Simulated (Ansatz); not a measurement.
Electronic density of states of amorphous Ga24O37Zn, density 5.07 g/cm³, on a 2×2×2 Γ-centred mesh with a Gaussian width of 0.1 eV; energies count from the Fermi level, whose place inside the gap is arbitrary. Cell and mesh are small, so fine structure isn't converged. Method: PBE, scalar-relativistic without spin-orbit coupling (plane waves to 420 eV, PAW; Ansatz, an electronic-structure program). Sampling: a 2×2×2 Γ-centred mesh; Fermi-Dirac width 0.02 eV; no spin polarisation. At PBE the levels at the filled edge of the gap are localised (band-tail or defect states), and the nearest spread-out levels lie 1.9 eV apart at the zone centre.

A CHGNet melt-quench gave the starting glass, which DFT then relaxed. O atoms were pushed apart under 1.9 Å during the dynamics, to hinder bonds among them. The hot cell started wider than the set density and was brought back towards it in steps. It is the lowest in DFT energy of 2 quenches. It is a model cell: composition and starting density were chosen by hand, and all elements were melted together. No dispersion term was used. Its density started from a set value of 5.01 and ended at 5.07 g/cm³. The simulated quench (nominally 220 K/ps over its main leg) is rapid and tends to freeze in more defects than a deposited or slowly cooled glass has. One small periodic cell is one sample of the glass; other quenches scatter about these values. Volume and shape were free in the relaxation.

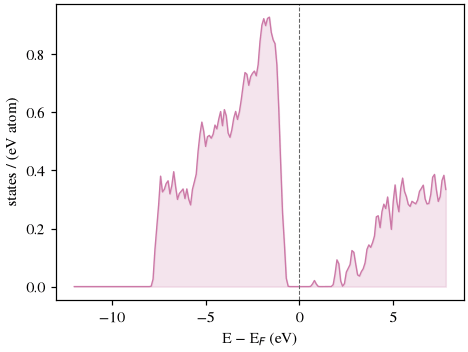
Fig. 1. Density of states per atom

The level gap on this mesh is 1.62 eV; the broadening fills part of it in the curve.
